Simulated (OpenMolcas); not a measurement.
# doublet C2H5Al− at 5 levels

We compute a comparison of 5 runs (UHF/3-21G, UB3LYP/6-31G*, UM06-2X/def2-SVPD, UM06-L/def2-SVPD, ROMP2/def2-SVPD) of doublet C2H5Al−. 

The calculation is run with OpenMolcas 26.06.

## Step 1: The molecule

C2H5Al−: 8 atoms, total charge -1, spin state doublet. As SMILES of the parent species, `C=[CH][AlH2]`. The coordinates come from a PBE0-D4/def2-TZVP relaxation. That shape belongs to the parent species and isn't relaxed for this state.

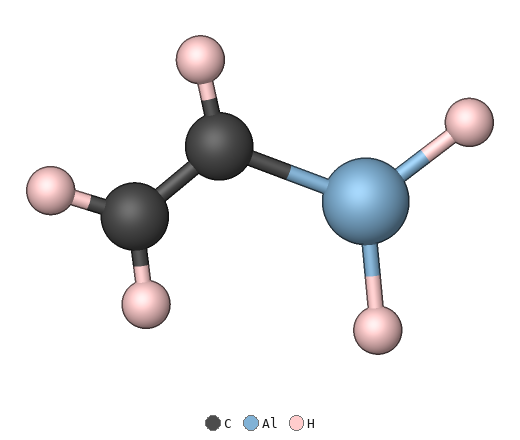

Viewed from a chosen angle; carbon dark grey, aluminium light blue, hydrogen pink.

## Step 2: A single-point energy at UHF/3-21G (run 1)

The input, run.inp:

```
>>> EXPORT MOLCAS_PRINT=2

&GATEWAY
 BASLIB=$CurrDir
 COORD
 8
 angstrom
 C       -1.029900       0.829200      -0.357000
 C        0.199000       0.651000       0.138100
 Al       0.930800      -1.139300       0.262000
 H       -1.636900      -0.008600      -0.695500
 H       -1.495000       1.809300      -0.451900
 H        0.735600       1.546100       0.452700
 H        2.384000      -1.417900       0.837700
 H        0.004400      -2.327000      -0.241900
 BASIS=3-21G
 GROUP=NoSym

&SEWARD

&SCF
 UHF
 CHARGE=-1
 SPIN=2
 THRESHOLDS=1e-10 1e-07 1e-07 1e-05
 PRORBITALS=1 1
```

The basis set 3-21G is read from a file made from the Basis Set Exchange's data (not shown).

Started as:

```sh
$ export MOLCAS_MEM=1860
$ pymolcas run.inp > run.log
```

Standard output:

```text
--- Start Module: gateway ---
[...]
--- Stop Module: gateway /rc=_RC_ALL_IS_WELL_ ---
--- Start Module: seward ---
[...]
      Basis functions           41
--- Stop Module: seward /rc=_RC_ALL_IS_WELL_ ---
--- Start Module: scf ---
[...]
       Convergence after  22 Iterations
[...]
::    Total SCF energy                               -318.7290183509
[...]
      Total spin, S                                     0.5779701329
[...]
      Total electronic charge=   31.000000
      Total            charge=   -1.000000
[...]
      Dipole Moment (debye):
      Origin of the operator (angstrom)=    0.2702   -0.2388    0.0775
                   X= -2.1731E+00               Y=  3.5787E+00               Z= -5.4451E-01           Total=  4.2221E+00
      Center of Charge (angstrom)
[...]
--- Stop Module: scf /rc=_RC_ALL_IS_WELL_ ---
[...]
```

Wall time 1.9 s (1 thread of Arm Neoverse V2, shared host); peak memory 0.37 GiB.

## Step 3: A single-point energy at UB3LYP/6-31G(d) (Cartesian functions) (run 2)

The input, coord.xyz:

```xyz
8

C     -1.029900     0.829200    -0.357000
C      0.199000     0.651000     0.138100
Al     0.930800    -1.139300     0.262000
H     -1.636900    -0.008600    -0.695500
H     -1.495000     1.809300    -0.451900
H      0.735600     1.546100     0.452700
H      2.384000    -1.417900     0.837700
H      0.004400    -2.327000    -0.241900
```

The input, calc.inp:

```
&GATEWAY
  BASLIB = $CurrDir
  COORD = coord.xyz
  BASIS = 6-31Gs
  GROUP = NoSym

&SEWARD
  GRIDINPUT
  Grid=UltraFine
  End of Grid

&SCF
  UHF
  CHARGE = -1
  SPIN = 2
  KSDFT = B3LYP
  THRESHOLDS = 1e-10 1e-07 1e-07 1e-05
  PRORBITALS = 1 1
```

The basis set 6-31G* is read from a file made from the Basis Set Exchange's data (not shown).

Started as:

```sh
$ export MOLCAS_MEM=1860
$ pymolcas calc.inp > calc.log
```

Standard output:

```text
--- Start Module: gateway ---
[...]
--- Stop Module: gateway /rc=_RC_ALL_IS_WELL_ ---
--- Start Module: seward ---
[...]
      Basis functions           59
--- Stop Module: seward /rc=_RC_ALL_IS_WELL_ ---
--- Start Module: scf ---
[...]
       Convergence after  20 Iterations
[...]
::    Total KS-DFT energy                            -321.6044922641
[...]
      Total spin, S                                     0.5050930566
[...]
      Total electronic charge=   31.000000
      Total            charge=   -1.000000
[...]
      Dipole Moment (debye):
      Origin of the operator (angstrom)=    0.2702   -0.2388    0.0775
                   X= -1.9000E+00               Y=  3.1765E+00               Z= -4.7163E-01           Total=  3.7313E+00
      Center of Charge (angstrom)
[...]
--- Stop Module: scf /rc=_RC_ALL_IS_WELL_ ---
[...]
```

It took 27 s on 1 thread of Arm Neoverse V2, shared host; peak memory 0.39 GiB.

Runs 3 to 4 aren't shown in full; the table further down has their settings and results.

## Step 4: A single-point energy at ROMP2/def2-SVPD (run 5)

The input, run.inp:

```
* C2H5Al ROMP2
&GATEWAY
BasLib=$CurrDir
Coord
8
angstrom
C       -1.029900       0.829200      -0.357000
C        0.199000       0.651000       0.138100
Al       0.930800      -1.139300       0.262000
H       -1.636900      -0.008600      -0.695500
H       -1.495000       1.809300      -0.451900
H        0.735600       1.546100       0.452700
H        2.384000      -1.417900       0.837700
H        0.004400      -2.327000      -0.241900
Basis=def2-SVPD
Group=NoSym
&SEWARD
&SCF
UHF
Charge=-1
Spin=2
Thresholds=1e-10 1e-07 1e-07 1e-05
PrOrbitals=1 1
&RASSCF
FileOrb=$Project.UnaOrb
Spin=2
Nactel=1 0 0
Inactive=15
Ras2=1
OutOrbitals=Canonical
OrbListing=Nothing
&CASPT2
IPEA=0.0
Frozen=7
```

The basis set def2-SVPD is read from a file made from the Basis Set Exchange's data (not shown).

Started as:

```sh
$ export MOLCAS_MEM=1860
$ pymolcas run.inp > run.log
```

Standard output:

```text
--- Start Module: gateway ---
[...]
--- Stop Module: gateway /rc=_RC_ALL_IS_WELL_ ---
[...]
      Basis functions          104
[...]
       Convergence after  25 Iterations
[...]
::    Total SCF energy                               -320.3681110796
[...]
      Total spin, S                                     0.5592690101
[...]
--- Start Module: rasscf ---
[...]
      Number of active orbitals                  1
[...]
      Spin quantum number                      0.5
[...]
      Active orbitals                            1
[...]
      Number of CSFs                             1
[...]
      Number of root(s) required                 1
[...]
      Convergence after 17 iterations
[...]
      printout of CI-coefficients larger than  0.05 for root  1
      energy=    -320.361982
      conf/sym  1     Coeff  Weight
             1  u   1.00000 1.00000
      Natural orbitals and occupation numbers for root  1
      sym 1:   1.000000
      ************************************************************************************************************************
      *                                                    Final results                                                     *
[...]
::    RASSCF root number  1 Total energy:   -320.36198195
[...]
      Total electronic charge=   31.000000
      Total            charge=   -1.000000
[...]
      Dipole Moment (debye):
      Origin of the operator (angstrom)=    0.2702   -0.2388    0.0775
                   X= -2.2896E+00               Y=  3.5984E+00               Z= -5.9173E-01           Total=  4.3059E+00
      Center of Charge (angstrom)
[...]
--- Stop Module: rasscf /rc=_RC_ALL_IS_WELL_ ---
[...]
--- Start Module: caspt2 ---
[...]
 ###    WARNING: User changed nr of frozen orbitals.                         ###
 ###############################################################################
[...]
      E2 (Variational):          -0.3731074514
      Total energy:            -320.7350894019
[...]
      Reference weight:           0.85964
[...]
::    CASPT2 Root  1     Total energy:   -320.73508940
[...]
--- Stop Module: caspt2 /rc=_RC_ALL_IS_WELL_ ---
[...]
```

It took 26 s on 1 thread of Arm Neoverse V2, shared host; peak memory 0.59 GiB.

## Step 5: All runs side by side

| run | level | Cartesian functions | integration grid | energy (Eh) | HOMO energy (eV) | LUMO energy (eV) | ⟨S²⟩ | wall time |
| --- | --- | --- | --- | --- | --- | --- | --- | --- |
| 1 | UHF/3-21G | no | – | -318.729018 | 0.31 | 7.73 | 0.912 | 1.9 s |
| 2 | UB3LYP/6-31G* (Cartesian functions) | yes | UltraFine | -321.604492 | 2.11 | 4.07 | 0.760 | 27 s |
| 3 | UM06-2X/def2-SVPD | no | UltraFine | -321.408736 | 1.12 | 3.20 | 0.760 | 1.9 min |
| 4 | UM06-L/def2-SVPD | no | UltraFine | -321.452116 | 2.26 | 3.28 | 0.761 | 1.9 min |
| 5 | ROMP2/def2-SVPD | no | – | -320.735089 | – | – | – | 26 s |

## Step 6: What came out

| quantity | value |
| --- | --- |
| run 5: total energy | -320.73509 Eh |

Totals of different functionals can't be ranked against each other. In runs 1, 2, 3, 4 the HOMO lies above zero, so the outermost electron may be held by the basis alone. Spin contamination of the reference: run 1 ⟨S²⟩ = 0.91. All runs together took 4.7 min, the longest 1.9 min.
